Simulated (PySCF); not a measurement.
**CH6BO− (SMILES [BH3-]OC): levels of theory compared**

Wanted: a comparison of 6 runs (HF/3-21G, B3LYP/6-31G*, B3LYP/cc-pVDZ, SVWN5/pcseg-1, TPSSh/cc-pVTZ, MP2/6-31G) of CH6BO−. 

The calculation is run with PySCF 2.14.0.

**1. Starting point**

The species is CH6BO− (9 atoms), meant as a singlet with charge -1. SMILES: `[BH3-]OC`. The shape is that of a GFN2-xTB optimisation.

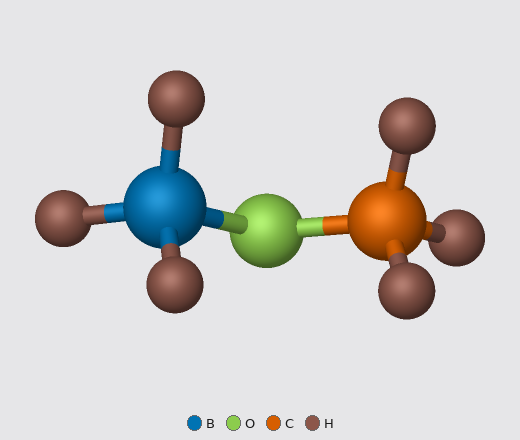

Viewed from a chosen angle; boron blue, oxygen green, carbon orange, hydrogen brown.

**2. Energy and gradient at HF/3-21G (run 1)**

The input, job.py:

```python
# [BH3-]OC
import pyscf.grad
from pyscf import gto, scf

molecule = gto.M(
    atom='''
B     -0.335190     0.879340    -0.769230
O      0.511340    -0.369660    -0.577090
C      0.396370    -0.907230     0.670070
H     -1.527600     0.615420    -0.587660
H     -0.147440     1.253920    -1.906420
H      0.005640     1.749480     0.038690
H     -0.642260    -1.221920     0.908580
H      1.043530    -1.799720     0.750960
H      0.695610    -0.199630     1.472080
''',
    charge=-1,
    basis='3-21g',
    max_memory=1860,
    spin=0,
    verbose=3,
)

mf = scf.RHF(molecule)
mf.conv_tol = 1e-10
mf.kernel()
if not mf.converged:
    mf = mf.newton().run(mf.mo_coeff, mf.mo_occ)

e_final = mf.e_tot
print('Final energy', e_final)
grad = mf.Gradients().kernel()
mf.analyze()
```

Run with:

```console
$ OMP_NUM_THREADS=1 python job.py
```

Standard output:

```text
converged SCF energy = -140.110658351015
Final energy -140.11065835101454
--------------- RHF gradients ---------------
         x                y                z
0 B    -0.0073906030     0.0082306345     0.0025217777
1 O     0.0009878167    -0.0160232645     0.0262938908
2 C     0.0006967343     0.0181370138    -0.0335506016
3 H     0.0056927739    -0.0011949475    -0.0003798062
4 H     0.0013132977    -0.0058998521     0.0075456768
5 H     0.0003942721    -0.0050589839    -0.0024842527
6 H    -0.0094478973    -0.0013473272    -0.0009245967
7 H     0.0050484432    -0.0048922992    -0.0031381119
8 H     0.0027051624     0.0080490259     0.0041160237
----------------------------------------------
**** MO energy ****
MO #1   energy= -20.1852598563602  occ= 2
MO #2   energy= -11.0197993705396  occ= 2
MO #3   energy= -7.27537329044325  occ= 2
MO #4   energy= -1.10271530786782  occ= 2
MO #5   energy= -0.704066633250058 occ= 2
MO #6   energy= -0.483462372214326 occ= 2
MO #7   energy= -0.415230185782182 occ= 2
MO #8   energy= -0.396322061144776 occ= 2
MO #9   energy= -0.338119623736385 occ= 2
MO #10  energy= -0.232260536849901 occ= 2
MO #11  energy= -0.228547872484044 occ= 2
MO #12  energy= -0.177419364795617 occ= 2
MO #13  energy= -0.144035311151244 occ= 2
MO #14  energy= 0.45870921420867   occ= 0
MO #15  energy= 0.511608247100612  occ= 0
MO #16  energy= 0.536155430805521  occ= 0
MO #17  energy= 0.540517291090747  occ= 0
MO #18  energy= 0.592780137867709  occ= 0
MO #19  energy= 0.603044798300703  occ= 0
MO #20  energy= 0.648805245190963  occ= 0
MO #21  energy= 0.700697015887207  occ= 0
MO #22  energy= 0.891486334470213  occ= 0
MO #23  energy= 0.896334972447407  occ= 0
MO #24  energy= 1.02647220735476   occ= 0
MO #25  energy= 1.16183503838683   occ= 0
MO #26  energy= 1.17588931142462   occ= 0
MO #27  energy= 1.20704026275079   occ= 0
MO #28  energy= 1.36437133298228   occ= 0
MO #29  energy= 1.48057922456298   occ= 0
MO #30  energy= 1.48891114188848   occ= 0
MO #31  energy= 1.59067696440397   occ= 0
MO #32  energy= 1.65356356470082   occ= 0
MO #33  energy= 1.66635541427524   occ= 0
MO #34  energy= 1.66862326419392   occ= 0
MO #35  energy= 2.16715542703514   occ= 0
MO #36  energy= 2.22947873228659   occ= 0
MO #37  energy= 2.2654876318155    occ= 0
MO #38  energy= 2.57202133296482   occ= 0
MO #39  energy= 3.69069966232018   occ= 0
 ** Mulliken atomic charges  **
charge of    0B =     -0.17802
charge of    1O =     -0.52888
charge of    2C =      0.00663
charge of    3H =     -0.13922
charge of    4H =     -0.11197
charge of    5H =     -0.13943
charge of    6H =      0.03009
charge of    7H =      0.02988
charge of    8H =      0.03092

WARN: System has nonzero charge -1; the dipole moment is origin-dependent.
Location of origin: [0. 0. 0.]

Dipole moment(X, Y, Z, Debye):  0.52555, -2.87067,  3.89425
```

Wall time 3.6 s (1 thread of Intel Xeon at 2.50GHz (Skylake/Cascade Lake), shared host); peak memory 0.12 GiB.

**3. Energy and forces at B3LYP/6-31G(d) (Cartesian functions) (run 2)**

The input, run.py:

```python
from pyscf import gto, dft

mol = gto.Mole()
mol.atom = '''
B       -0.335190       0.879340      -0.769230
O        0.511340      -0.369660      -0.577090
C        0.396370      -0.907230       0.670070
H       -1.527600       0.615420      -0.587660
H       -0.147440       1.253920      -1.906420
H        0.005640       1.749480       0.038690
H       -0.642260      -1.221920       0.908580
H        1.043530      -1.799720       0.750960
H        0.695610      -0.199630       1.472080
'''
mol.basis = '6-31g*'
mol.verbose = 3
mol.max_memory = 1860
mol.charge = -1
mol.cart = True
mol.build()

mf = dft.RKS(mol)
mf.xc = 'b3lyp'
mf.grids.level = 5
mf.conv_tol = 1e-10
mf.kernel()
if not mf.converged:
    mf = mf.newton().run(mf.mo_coeff, mf.mo_occ)

e_final = mf.e_tot
print('E(%s) = %.9f' % ('B3LYP', e_final))
grad = mf.nuc_grad_method().kernel()
mf.analyze()
```

Run with:

```console
$ OMP_NUM_THREADS=1 python run.py
```

Standard output:

```text
converged SCF energy = -141.811005114828
[... 10 lines left out ...]
MO #1   energy= -18.8856898819064  occ= 2
[... 6 lines left out ...]
MO #8   energy= -0.226885460518192 occ= 2
[... 6 lines left out ...]
MO #15  energy= 0.338399449181022  occ= 0
[... 6 lines left out ...]
MO #22  energy= 0.662886862791401  occ= 0
[... 6 lines left out ...]
MO #29  energy= 1.03014173166049   occ= 0
[... 6 lines left out ...]
MO #36  energy= 1.2758342005983    occ= 0
[... 6 lines left out ...]
MO #43  energy= 1.94424067205231   occ= 0
[... 6 lines left out ...]
MO #50  energy= 2.44732427522981   occ= 0
[... 6 lines left out ...]
MO #57  energy= 4.43500221714744   occ= 0
[... 11 lines left out ...]
WARN: System has nonzero charge -1; the dipole moment is origin-dependent.
Location of origin: [0. 0. 0.]

Dipole moment(X, Y, Z, Debye):  0.65450, -2.73215,  3.33348
```

Run time: 33 s. Hardware: 1 thread of Intel Xeon at 2.50GHz (Skylake/Cascade Lake), shared host; peak memory 0.58 GiB.

Runs 3 to 5 aren't shown in full; the table further down has their settings and results.

**4. Energy and forces at MP2/6-31G (run 6)**

The input, job.py:

```python
from pyscf import gto, mp

molecule = gto.M(
    atom='''
B   -0.335190   0.879340  -0.769230
O    0.511340  -0.369660  -0.577090
C    0.396370  -0.907230   0.670070
H   -1.527600   0.615420  -0.587660
H   -0.147440   1.253920  -1.906420
H    0.005640   1.749480   0.038690
H   -0.642260  -1.221920   0.908580
H    1.043530  -1.799720   0.750960
H    0.695610  -0.199630   1.472080
''',
    max_memory=1860,
    verbose=3,
    basis='6-31g',
    charge=-1,
)

calc0 = molecule.RHF()
calc0.conv_tol = 1e-10
calc0.kernel()
if not calc0.converged:
    calc0 = calc0.newton().run(calc0.mo_coeff, calc0.mo_occ)

pt = mp.MP2(calc0, frozen=3).run()
energy = pt.e_tot
print('E(%s) = %.9f' % ('MP2', energy))
grad = pt.nuc_grad_method().kernel()
calc0.analyze()
```

Run with:

```console
$ OMP_NUM_THREADS=1 python job.py
```

Standard output:

```text
converged SCF energy = -140.827970564782
E(RMP2) = -141.112488441525  E_corr = -0.284517876743008
E(SCS-RMP2) = -141.116792697551  E_corr = -0.288822132769343
E(MP2) = -141.112488442
--------------- RMP2 gradients ---------------
         x                y                z
0 B     0.0020376943    -0.0053505451     0.0041112788
1 O    -0.0098377889    -0.0096815836     0.0410052469
2 C     0.0004888061     0.0209783270    -0.0380872094
3 H     0.0077153583     0.0011018989    -0.0013709388
4 H    -0.0001729183    -0.0050138448     0.0095677053
5 H    -0.0014648323    -0.0056299936    -0.0050449178
6 H     0.0021664711     0.0015078061    -0.0031119953
7 H    -0.0006347544     0.0024201025    -0.0028742030
8 H    -0.0002980360    -0.0003321674    -0.0041949667
----------------------------------------------
**** MO energy ****
MO #1   energy= -20.2984483901781  occ= 2
MO #2   energy= -11.0824434391986  occ= 2
MO #3   energy= -7.3263731631325   occ= 2
MO #4   energy= -1.11410986236394  occ= 2
MO #5   energy= -0.711469483047493 occ= 2
MO #6   energy= -0.491155547075281 occ= 2
MO #7   energy= -0.420136290491173 occ= 2
MO #8   energy= -0.400957865912345 occ= 2
MO #9   energy= -0.345720543673848 occ= 2
MO #10  energy= -0.239702143569253 occ= 2
MO #11  energy= -0.235662889239629 occ= 2
MO #12  energy= -0.18384232549741  occ= 2
MO #13  energy= -0.152695159621452 occ= 2
MO #14  energy= 0.423005063713741  occ= 0
MO #15  energy= 0.480340205338723  occ= 0
MO #16  energy= 0.504385595424223  occ= 0
MO #17  energy= 0.505755798608721  occ= 0
MO #18  energy= 0.567798464564737  occ= 0
MO #19  energy= 0.572152568383045  occ= 0
MO #20  energy= 0.590094099834445  occ= 0
MO #21  energy= 0.618326273547509  occ= 0
MO #22  energy= 0.855591203234799  occ= 0
MO #23  energy= 0.861205395752787  occ= 0
MO #24  energy= 0.985139028377388  occ= 0
MO #25  energy= 0.997495092020761  occ= 0
MO #26  energy= 1.02227574457611   occ= 0
MO #27  energy= 1.07767063227772   occ= 0
MO #28  energy= 1.19723955788667   occ= 0
MO #29  energy= 1.34528036368072   occ= 0
MO #30  energy= 1.352685038965     occ= 0
MO #31  energy= 1.38004926562195   occ= 0
MO #32  energy= 1.47979194970809   occ= 0
MO #33  energy= 1.49771006498611   occ= 0
MO #34  energy= 1.49923563927078   occ= 0
MO #35  energy= 1.60820523065521   occ= 0
MO #36  energy= 1.62158573387815   occ= 0
MO #37  energy= 1.623378293531     occ= 0
MO #38  energy= 1.94019114666161   occ= 0
MO #39  energy= 2.34544035852586   occ= 0
 ** Mulliken atomic charges  **
charge of    0B =     -0.19942
charge of    1O =     -0.54167
charge of    2C =     -0.03752
charge of    3H =     -0.12905
charge of    4H =     -0.09844
charge of    5H =     -0.12928
charge of    6H =      0.04395
charge of    7H =      0.04669
charge of    8H =      0.04474

WARN: System has nonzero charge -1; the dipole moment is origin-dependent.
Location of origin: [0. 0. 0.]

Dipole moment(X, Y, Z, Debye):  0.37094, -2.71988,  3.99789
```

Run time: 7.2 s. Hardware: 1 thread of Intel Xeon at 2.50GHz (Skylake/Cascade Lake), shared host; peak memory 0.14 GiB.

**5. Overview of the runs**

```
run                               level  Cartesian functions  integration grid  energy (Eh)  HOMO energy (eV)  LUMO energy (eV)  HOMO–LUMO gap (eV)  wall time
  1                            HF/3-21G                   no                 –  -140.110658             -3.92             12.48               16.40      3.6 s
  2  B3LYP/6-31G* (Cartesian functions)                  yes                 5  -141.811005             -0.06              7.88                7.94       33 s
  3                       B3LYP/cc-pVDZ                   no                 5  -141.819184             -0.28              6.57                6.85       53 s
  4                       SVWN5/pcseg-1                   no                 5  -140.552382              0.57              5.33                4.76       35 s
  5                       TPSSh/cc-pVTZ                   no                 5  -141.884068             -0.14              5.68                5.82    4.7 min
  6                           MP2/6-31G                   no                 –  -141.112488             -4.16             11.51               15.67      7.2 s
```

**6. What came out**

| quantity | value |
| --- | --- |
| run 6: total energy | -141.11249 Eh |
| run 6: HOMO energy (Hartree–Fock orbitals) | -4.16 eV |
| run 6: LUMO energy (Hartree–Fock orbitals) | 11.51 eV |
| run 6: HOMO–LUMO gap (to an unbound level, set by the basis) | 15.67 eV |
| run 6: correlation energy (3 core orbitals frozen) | -284.5 mEh |
| run 6: largest force on an atom | 2.236 eV/Å |

Over runs 1, 2, 3, 4, 5 the HOMO–LUMO gap runs from 4.76 eV (SVWN5/pcseg-1) to 16.40 eV (HF/3-21G). The two ends differ in method and basis. The empty levels of an anion lie above zero and hang on the basis. Totals of different functionals can't be ranked against each other. In run 4 the HOMO lies above zero, so the outermost electron may be held by the basis alone. All runs together took 6.9 min, the longest 4.7 min.
